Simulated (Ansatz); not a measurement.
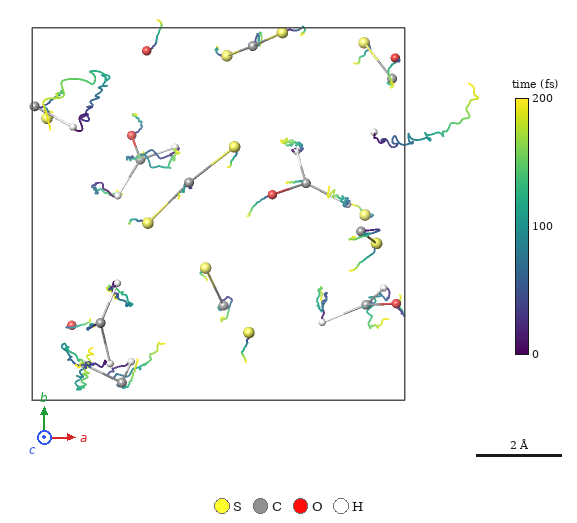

Molecular dynamics of a periodic cell with 5 CS2 + 6 H2CO at 1.344 g/cm³, 200 fs long. It starts from the last geometry of an earlier run, with fresh velocities. Lines trace each atom's path, coloured by time; spheres stand at the starting positions. Seen along the c axis in the simulation cell.

Method: Ansatz 0.2.0, DFT PBE, scalar-relativistic, plane waves, PAW. Settings: plane-wave cutoff 420 eV; k-point mesh 1 × 1 × 1; Fermi-Dirac smearing 0.02 eV; low-accuracy preset; constant energy (NVE); velocities drawn for 300 K; time step 0.5 fs.

### Describe the motion.

Root-mean-square distances from the starting positions over the second half, with the common drift of all atoms taken out: H 0.92 Å, O 0.70 Å, S 0.46 Å, C 0.37 Å. The heavy atoms stay within a fraction of a molecule's size of their starting places; so short a run doesn't tell a liquid from a solid. Over the second half the temperature averages 332 K (spread ±26 K). The potential energy in the second half lies on average 4.0 meV per atom below the first frame.

Limits of the set-up: the program's low-accuracy preset was used.

Cost: 9.4 min on 1 thread of AMD EPYC 9R45 96-Core Processor (Zen 5) (shared host), peak memory 0.65 GiB.
